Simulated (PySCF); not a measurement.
**C3H10FSi3 (SMILES F[C@H]1[SiH2][CH][SiH2]C[SiH2]1) (doublet): density, localisation and related maps**

```xyz
17

F     1.8602   -0.7918   -1.3676
C     1.7089    0.0956   -0.2911
Si    0.7022    1.6187   -0.9060
C    -1.0567    1.0640   -1.0876
Si   -1.9594   -0.0418    0.1070
C    -0.7834   -1.4547    0.6260
Si    0.9427   -0.8896    1.1613
H     2.7283    0.4094   -0.0474
H     1.2798    2.0908   -2.1684
H     0.8692    2.6351    0.1457
H    -1.5836    1.3663   -1.9813
H    -3.1754   -0.5968   -0.5072
H    -2.3312    0.7073    1.3205
H    -0.6750   -2.1439   -0.2117
H    -1.2463   -2.0225    1.4317
H     1.8095   -2.0415    1.4439
H     0.9033    0.0077    2.3223
```

Geometry: GFN2-xTB.

Level of theory: UKS B3LYP, pcH-1 on C F H Si, non-relativistic, mean-field spin-orbit, GIAO in PySCF 2.14.0, density-fitted response routines.

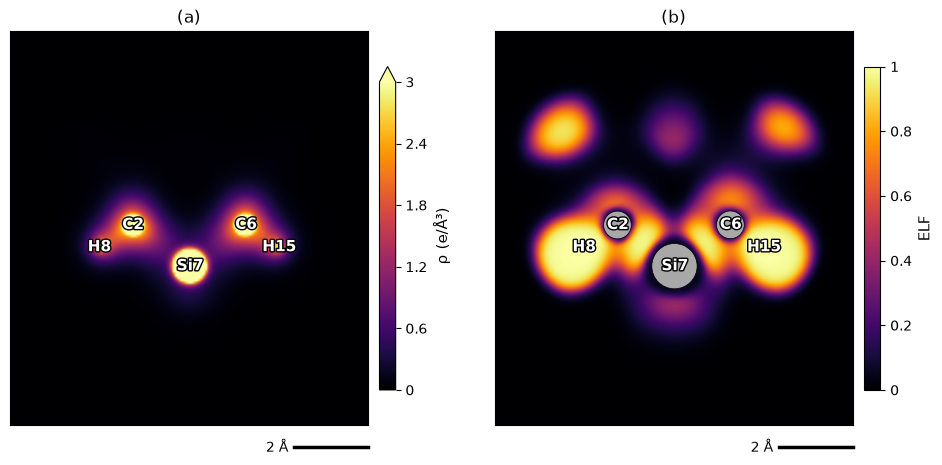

Figure 1. (a) electron density; (b) electron localisation function on the plane of atoms Si7, C6 and H15. Grey discs cover the atomic cores in the ELF map.

Interpret the plot.

Answer. The section cuts through C, Si and H sites. C–H (1.09 Å): ρ at the midpoint is about 2 e/Å³; the ELF climbs to about 1 towards the hydrogen, as it does in any bond to H; an ordinary covalent bond to hydrogen. C–Si (1.89 Å): ρ at the midpoint is about 0.91 e/Å³; the ELF peaks at about 0.95 between the atoms; a covalent bond.

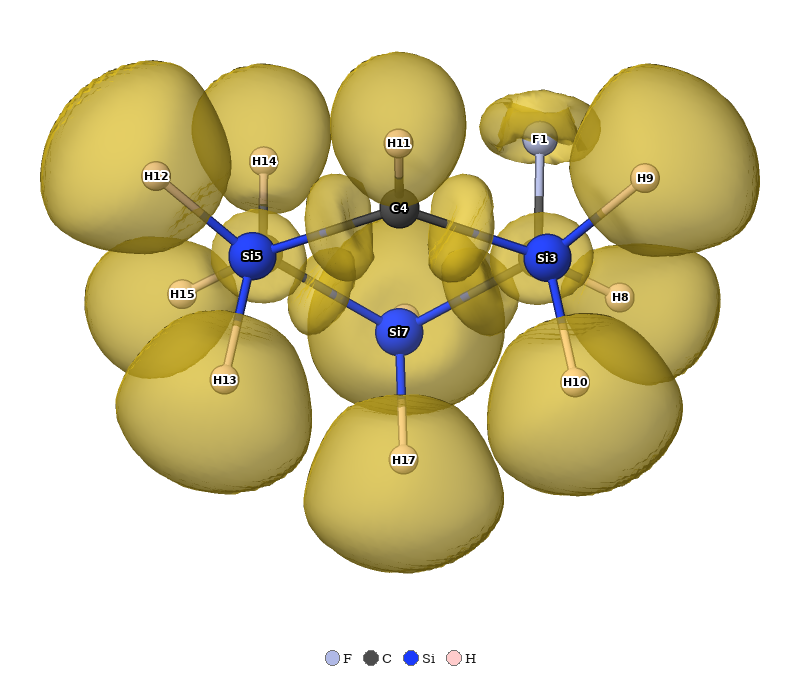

Figure 2. Isosurface of the electron localisation function at 0.85 (yellow), seen from one side. Core shells and regions of very low density are left out.

Identify the bonds, lone pairs and shells in this picture.

Answer. The ELF exceeds this value in six regions between bonded C–Si atoms (shared pairs), ten regions around hydrogen nuclei and one region wrapped around F (its lone pairs, merged into a ring or cap).


C–F (1.40 Å): the ELF peaks at about 0.80 between the atoms (a shared but strongly polarised pair). C–Si (1.85 Å): the ELF peaks at about 0.95 between the atoms; a shared electron pair.

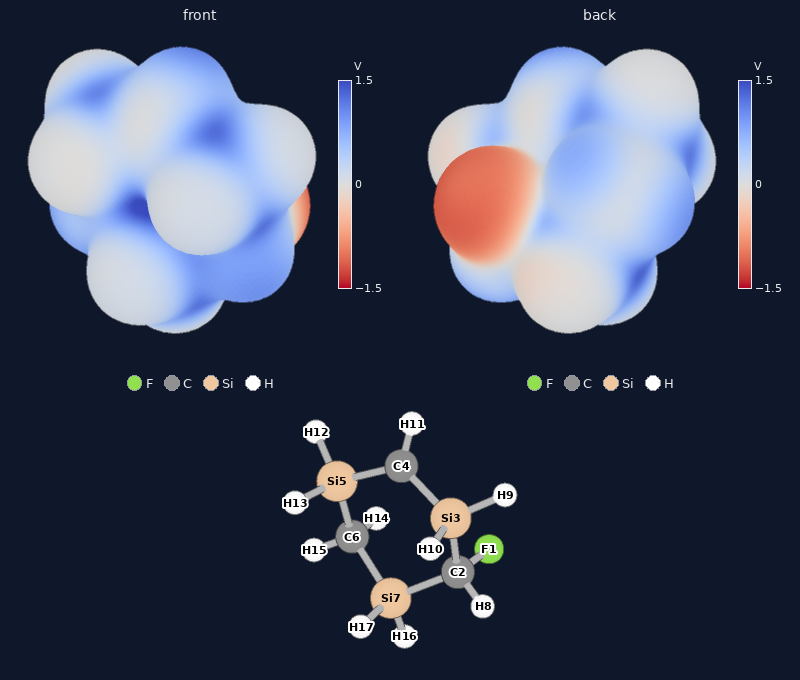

Figure 3. The electrostatic potential painted on the density surface at 0.002 e/bohr³, seen from the front and from behind; the colour scale runs from red (negative) to blue (positive). The bare structure is drawn below in the same view.

Which sites attract a positive test charge, and which a negative one?

Answer. A positive charge is drawn to the negative regions and a negative charge to the positive ones. The most negative region (about −1.1 V) lies over F1, the most positive (about +1.4 V) over Si3, Si5 and Si7.
